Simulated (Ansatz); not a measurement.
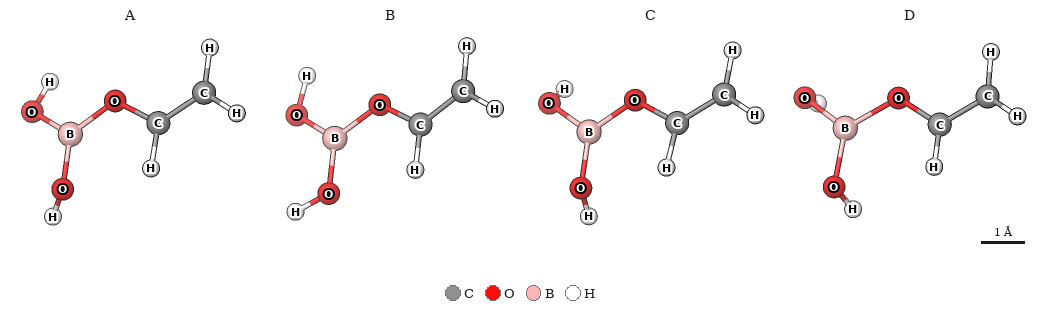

4 geometries from one relaxation of C$_{2}$H$_{5}$BO$_{3}$ (coarse preliminary run), in shuffled order. Style: ball-and-stick. Shown at a tilt.

The start comes from a force field.

Computed with RKS PBE-D4/def2-SVP (Ansatz 0.2.0). Set-up: force threshold 0.03 eV/Å; at most 200 steps.

Order the frames from highest to lowest energy.

Answer. D, C, A, B. They are steps 0, 3, 5, 9, at +1.640 eV, +0.688 eV, +0.259 eV relative to the last. The energy falls by 1.640 eV in 9 geometry steps. The largest force component goes from 2.8 to 0.022 eV/Å. An H atom moves most after the best rigid fit: 0.91 Å. Largest moves by element: H 0.91 Å, O 0.53 Å, B 0.34 Å, C 0.16 Å. Some distances before and after: B–O 1.539 → 1.387 Å, B–O 1.466 → 1.369 Å, C–H 1.037 → 1.104 Å, C–H 1.059 → 1.098 Å. Bond angles that change, for instance: B–O–H 101.1° → 111.0°, B–O–H 103.7° → 110.9°, O–C–H 120.1° → 115.0°. Groups turn about B–O by about 90°, B–O by about 90°.
